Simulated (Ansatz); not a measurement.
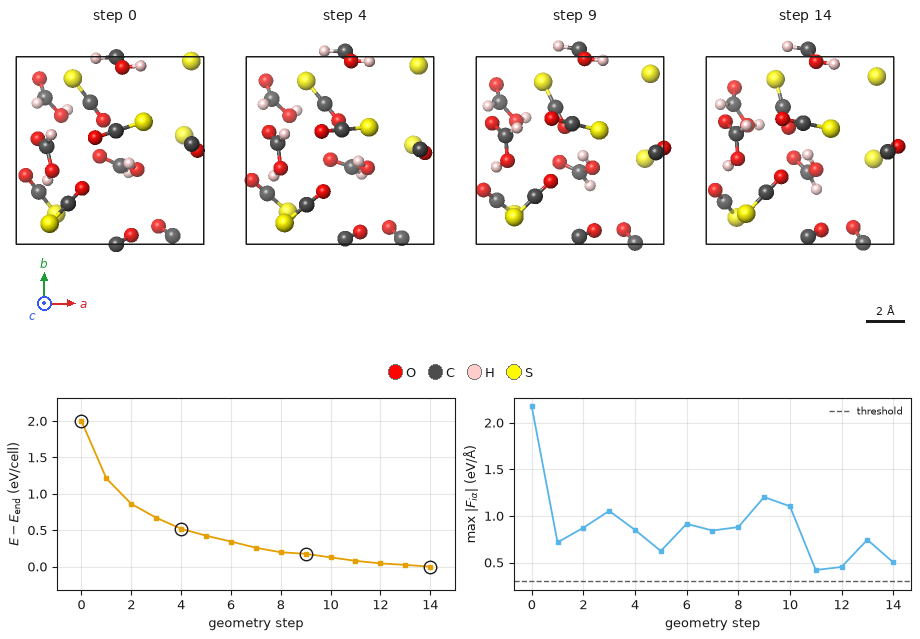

Frames of a relaxation of an amorphous cell of composition H4C5S3O7, marked on the history of the run. A ball-and-stick model of the cell of the calculation, seen along the c axis.

The cell holds 4 HCOOH + 6 OCS. The run prepares the start of a later molecular dynamics calculation, from a guessed geometry.

These are results of Ansatz, DFT r2SCAN-D3(BJ), scalar-relativistic, plane waves, PAW, not measurements. (plane-wave cutoff 500 eV; k-point mesh 1 × 1 × 1; occupations fermi dirac; smearing width 0.02 eV; no spin polarisation; atoms relaxed in a fixed cell; force threshold 0.3 eV/Å; at most 15 steps)

> What happens along the run?

The relaxation stopped without meeting its thresholds, so the last structure isn't shown to be converged. It used up its limit of 15 steps. After 14 geometry steps the energy has fallen by 2.000 eV per cell of the calculation. Largest force component: 2.2 eV/Å at the start, 0.5 eV/Å at the end. The atom that moves furthest is an S atom (1.56 Å along [0 −3 2]). Largest moves by element: S 1.56 Å, O 1.30 Å, C 1.17 Å, H 1.02 Å. The cell doesn't change. Near-neighbour distances that change, for instance: C–O 1.179 → 1.160 Å, C–O 1.350 → 1.333 Å, C–O 1.212 → 1.199 Å, C–S 1.565 → 1.554 Å. Bond angles that change, for instance: C–O–H 106.0° → 109.2°, C–O–H 106.0° → 108.5°. The run took 2.8 min on 4 threads of AMD EPYC 9R14 (Zen 4) (shared host), peak memory 2.5 GiB. From step 0 to 4: an S atom moves most (0.66 Å), energy −1.479 eV per cell of the calculation. From step 4 to 9: an S atom moves most (0.84 Å), energy −0.345 eV per cell of the calculation. From step 9 to 14: an O atom moves most (0.59 Å), energy −0.177 eV per cell of the calculation.

```
step  E − E(0), meV/atom  largest force component, eV/Å
   0                0.00                         2.1747
   1              -20.73                         0.7168
   2              -29.93                         0.8741
   3              -34.95                         1.0548
   4              -38.92                         0.8505
   5              -41.43                         0.6242
   6              -43.54                         0.9161
   7              -45.79                         0.8439
   8              -47.42                         0.8810
   9              -47.99                         1.2029
  10              -49.27                         1.1045
  11              -50.52                         0.4203
  12              -51.46                         0.4530
  13              -51.98                         0.7454
  14              -52.63                         0.5024
```
